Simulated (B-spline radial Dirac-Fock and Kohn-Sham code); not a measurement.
Neutral silver. Method: Dirac partial waves in the static Dirac–Fock field with Furness–McCarthy exchange, no polarisation or absorption (computed with a radial B-spline solver).

A figure with this caption is to be made: «Integrated elastic and transport cross sections for electrons against energy.» What will it show?

The elastic and first transport cross sections are 31.3 and 15.0 bohr² at 71.9 eV, 7.04 and 1.46 bohr² at 1.24 keV and 0.767 and 0.00643 bohr² at 48.4 keV. Their ratio rises overall from 2.1 to 120 as the scattering turns forward. The model is rough under about 200 eV.

Here it is:

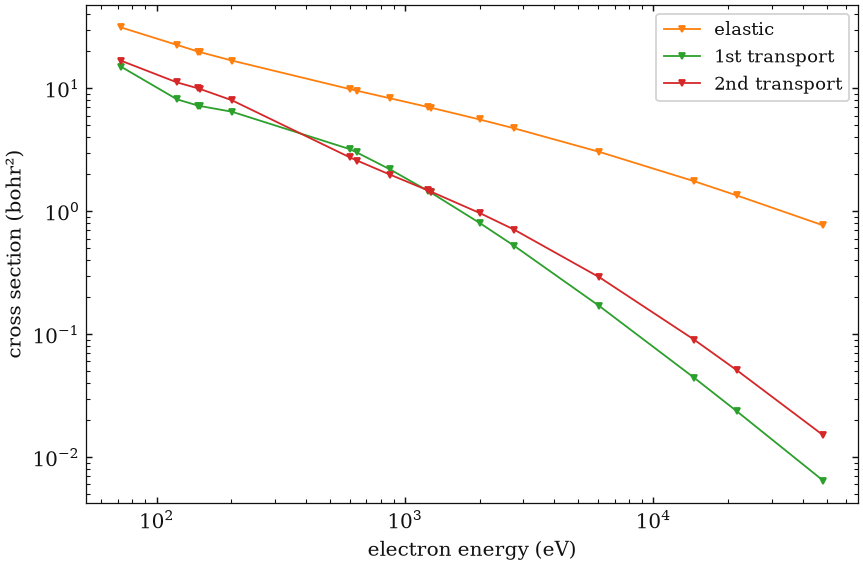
